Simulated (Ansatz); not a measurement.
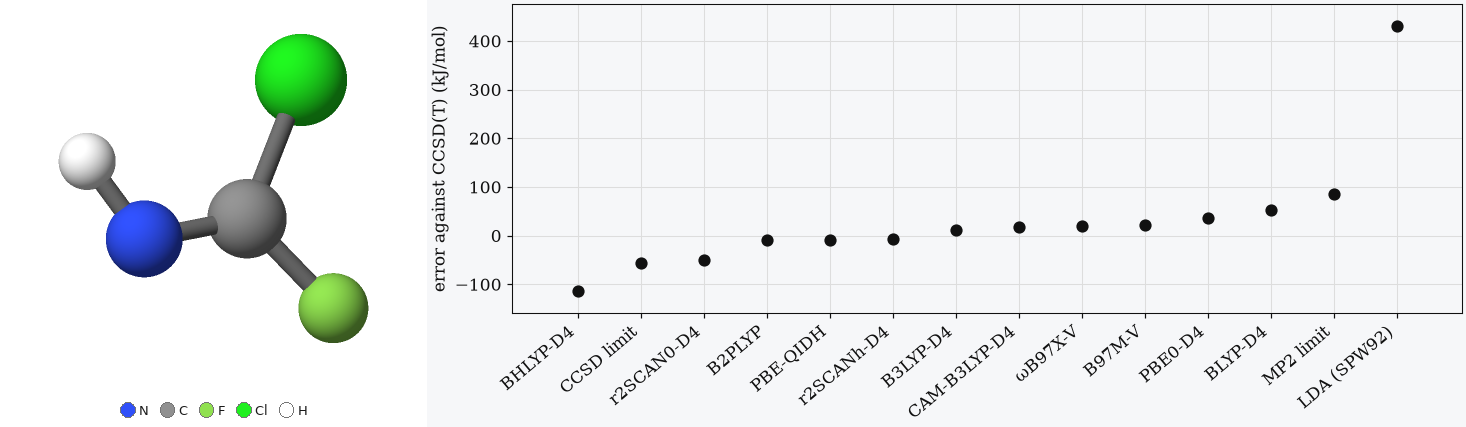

Error in the electronic atomisation energy (method less reference, so positive means overbinding) of CHClFN, SMILES N(=C(\F)Cl)/[H]: functionals in def2-TZVPP against frozen-core CCSD(T) at the limit (MP2 extrapolated from triple and quadruple zeta, plus CCSD(T) less MP2 in a smaller set), which gives 1825.1 kJ/mol, at a PBE0-D4/def2-TZVP geometry (a minimum by its frequencies), no zero-point or spin-orbit term, the Ansatz code. The reference leaves out core correlation, a term that grows with the number of heavy atoms. B2PLYP and PBE-QIDH hold a correlation term that converges slowly with the basis, so part of the distance to the limit is basis error. No dispersion term is added to B2PLYP and PBE-QIDH. Limit means the basis limit.

> What range do the values span?

From −114.8 kJ/mol (BHLYP-D4) to 431.1 kJ/mol (LDA (SPW92)).

> Which of these levels overbind, and which underbind?

Overbind: B97M-V, PBE0-D4, BLYP-D4, MP2 limit and LDA (SPW92). Underbind: BHLYP-D4, CCSD limit and r2SCAN0-D4. Within 20 kJ/mol of zero, too close to call in view of what the reference leaves out: B2PLYP, PBE-QIDH, r2SCANh-D4, B3LYP-D4, CAM-B3LYP-D4 and ωB97X-V.
